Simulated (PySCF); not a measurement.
I2Zn, SMILES [I][Zn][I] at its CAM-B3LYP/def2-SVP optimised geometry (Å):

```
3

Zn     0.0000    -0.0002     0.0000
I     -2.4198     0.0002     0.0001
I      2.4198    -0.0002     0.0000
```

Calculation: PySCF with CAM-B3LYP/def2-TZVP, def2 effective core potentials past Kr. The core electrons that the potentials of I replace are not part of the density. Cells within 0.4 Å of a nucleus heavier than hydrogen are left out (blank, or x).

Map of the deformation density (molecule minus spherical neutral atoms) (e/bohr³) on the plane z = 0.0 Å:

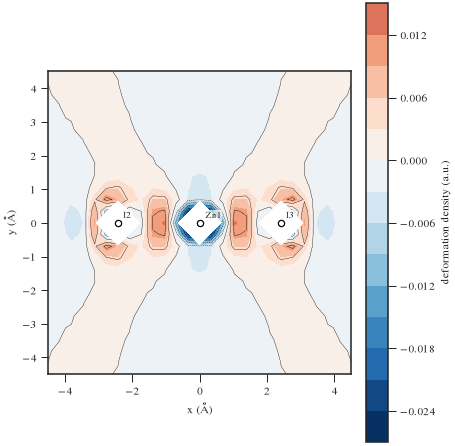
Deformation density (molecule minus spherical neutral atoms) (e/bohr³) on the plane z = 0.0 Å.
